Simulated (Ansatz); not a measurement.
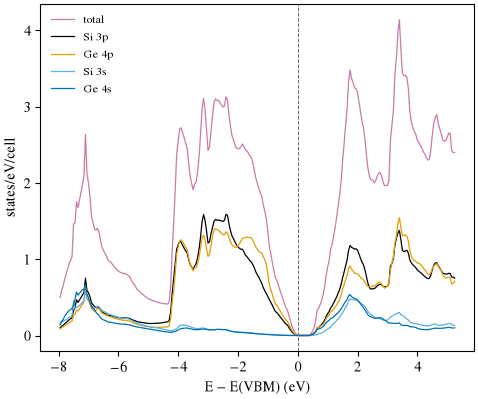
Figure. Total and projected density of states of SiGe in space group Pmma (No. 51; Si on 2e, Ge on 2f), PBE (plane waves, PAW; program Ansatz)

Which orbitals carry the states next to the gap?

Top 1 eV of the valence band: Ge 4p 56 %, Si 3p 41 %. Bottom 1 eV of the conduction band: Si 3p 32 %, Ge 4p 28 %, Ge 4s 21 %, Si 3s 10 %, outside the projected shells 10 %. Projections are on Löwdin-orthogonalised atomic valence shells; empty p or d shells of many metals are not among them.

Where is the tallest occupied peak in this window, and what makes it?

Near -2.4 eV, about 3.1 states/eV per cell; the largest projected share is Si 3p.

The start of the workflow was typed in or built on a structure type; neither database checked (COD, Materials Project) lists it. Its standing as an ambient phase is unchecked. Symmetry was held in the PBE relaxation; whether a distortion lowers the energy is not shown. Spin–orbit coupling is left out wherever it is not named.

Potentials: the later of the program's two PAW sets.
